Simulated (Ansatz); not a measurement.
**SiH2 (SMILES [H][Si][H]): CCSDT/3-21G**

What is the vertical singlet–triplet gap of SiH2 at CCSDT/3-21G? 

The calculation is run with Ansatz 0.2.0.

61 further runs of the same task are left out: 61 set aside as unsound or not needed.

## Step 1: The molecule

The species is SiH2 (3 atoms), meant as a singlet with charge 0. SMILES: `[H][Si][H]`. The coordinates come from a GFN2-xTB relaxation.

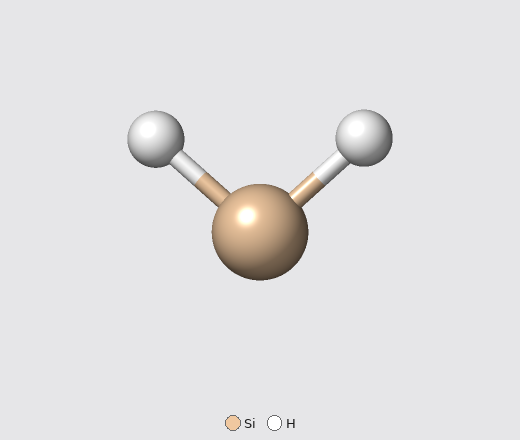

The structure, seen from a chosen angle (silicon light orange, hydrogen white).

## Step 2: A single-point energy at CCSDT/3-21G

The input, input.yaml:

```yaml
basis:
  gaussian:
    orbitals: 3-21G.json
crystal:
  periodic: [false, false, false]
  atoms:
    - symbol: Si
      position_ang: [0.005220, -0.008160, -0.655700]
    - symbol: H
      position_ang: [1.110230, -0.020010, 0.337410]
    - symbol: H
      position_ang: [-1.115450, 0.028170, 0.318290]
correlation:
  method: ccsdt
  frozen_orbitals: {H: 0, Si: 5}
accuracy: high
scf:
  omitted_lower_state_checks: [cluster_reference, increment]
```

The basis set 3-21G is read from a file made from the Basis Set Exchange's data (not shown).

Started as:

```sh
ansatz run input.yaml --threads 1 --pin off --max-ram 2610MiB --events-out events.jsonl --progress --plain --runs-dir runs
```

Log (excerpt; [...] marks lines left out):

```text
Warning: RAYON_NUM_THREADS=1 ignored (pool sized by the plan → 1); use --threads N
Functional definition: HF
  name "HF"
[...]
330 factors; integrals over basis functions are off by at most 2.8e-9 eV
[...]
mean field -7850.01691348 eV, -288.4828006378 hartree, gradient 1.1e-8 eV, S^2 0.000000; 0 other end points of the search recorded, 0 dependent functions left out; unrestricted orbitals would lower it
5 core orbitals not correlated: weight in the atoms' cores, before any rotation towards them, 1.000 or more for the frozen orbitals, at most 0.000 for the correlated occupied ones
reference -7850.01691348 eV, -288.4828006378 hartree; 3, 3 occupied and 9, 9 virtual orbitals, 330 factors
second order -1.19402463 eV of doubles, -0.00000000 eV of singles
cycle   1  -1.52259370 eV  change   -3.3e-1 eV  update   5.6e-2
[...]
cycle  22  -1.73759719 eV  change   1.1e-12 eV  update  2.6e-10
Total energy: -7851.75451067 eV, -288.5466561566 hartree
Checks for a lower state left out: cluster_reference, increment
```

Run time: 0.26 s. Hardware: 1 thread of Arm Neoverse V1, shared host.

## Step 3: The triplet, same level

The input, job.yaml:

```yaml
crystal:
  periodic: [false, false, false]
  atoms:
    - {symbol: Si, position_ang: [0.005220, -0.008160, -0.655700]}
    - {symbol: H, position_ang: [1.110230, -0.020010, 0.337410]}
    - {symbol: H, position_ang: [-1.115450, 0.028170, 0.318290]}
basis:
  gaussian: {orbitals: 3-21G.json}
total_charge: 0
magnetization: {spin_polarized: true, initial_magnetization: 2}
correlation: {method: ccsdt, frozen_orbitals: {H: 0, Si: 5}}
accuracy: high
scf: {omitted_lower_state_checks: [cluster_reference, increment]}
```

The basis set 3-21G is read from a file made from the Basis Set Exchange's data (not shown).

Started as:

```sh
ansatz run job.yaml --threads 1 --pin off --max-ram 2610MiB --events-out events.jsonl --progress --plain --runs-dir runs
```

Log (excerpt; [...] marks lines left out):

```text
Warning: RAYON_NUM_THREADS=1 ignored (pool sized by the plan → 1); use --threads N
[... 2 set-up lines as earlier in the session ...]
[...]
330 factors; integrals over basis functions are off by at most 2.8e-9 eV
[...]
mean field -7849.70818513 eV, -288.4714550802 hartree, gradient 2.8e-8 eV, S^2 2.005947; 0 other end points of the search recorded, 0 dependent functions left out
5 core orbitals not correlated: weight in the atoms' cores, before any rotation towards them, 1.000 or more for the frozen orbitals, at most 0.000 for the correlated occupied ones
reference -7849.70818513 eV, -288.4714550802 hartree; 4, 2 occupied and 8, 10 virtual orbitals, 330 factors
second order -0.98181357 eV of doubles, -0.00000000 eV of singles
cycle   1  -1.25550746 eV  change   -2.7e-1 eV  update   4.6e-2
[...]
cycle  20  -1.43089830 eV  change  -3.4e-10 eV  update  5.8e-10
Total energy: -7851.13908343 eV, -288.5240396228 hartree
Checks for a lower state left out: cluster_reference, increment
```

Run time: 0.79 s. Hardware: 1 thread of Arm Neoverse V1, shared host.

## Step 4: Outcome

At CCSDT/3-21G, 5 core orbitals frozen:

| quantity | value |
| --- | --- |
| singlet: total energy | -288.54666 Eh |
| singlet: correlation energy (5 core orbitals frozen) | -63.9 mEh |
| singlet: T1 diagnostic | 0.010 |
| triplet: total energy | -288.52404 Eh |
| triplet: correlation energy (5 core orbitals frozen) | -52.6 mEh |
| triplet: ⟨S²⟩ of the reference determinant | 2.006 |
| triplet: T1 diagnostic | 0.009 |
| vertical energy of the triplet above the singlet | 0.615 eV |

In words: At this shape the triplet lies 0.62 eV (14.2 kcal/mol) above the singlet. The restricted solution (singlet) is unstable to spin breaking: an unrestricted one lies lower.
